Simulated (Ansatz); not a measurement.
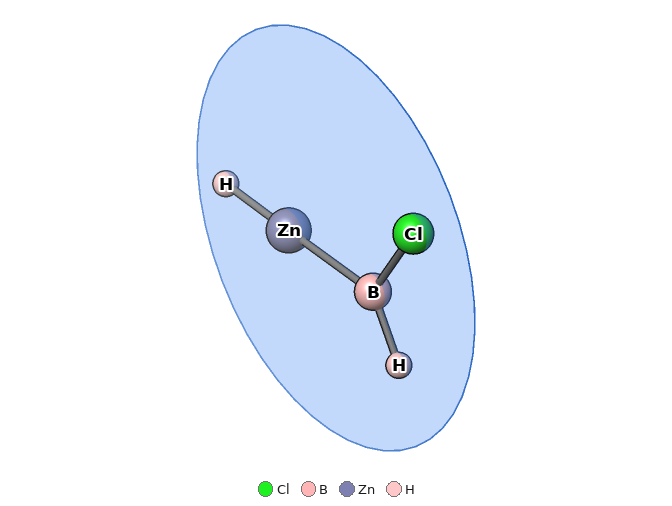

All proper rotation axes (lines) and mirror planes (discs) of the structure are drawn in. Depth is shown by fading: the farther an atom, the more it takes the colour of the background. The geometry was computed by an optimisation with PBE0-D4/def2-TZVP.

Question: Name the symmetry elements and the point group.

Answer: It has 1 mirror plane. Point group Cs. The group has 2 operations. The geometry is achiral, and symmetry allows a dipole moment.
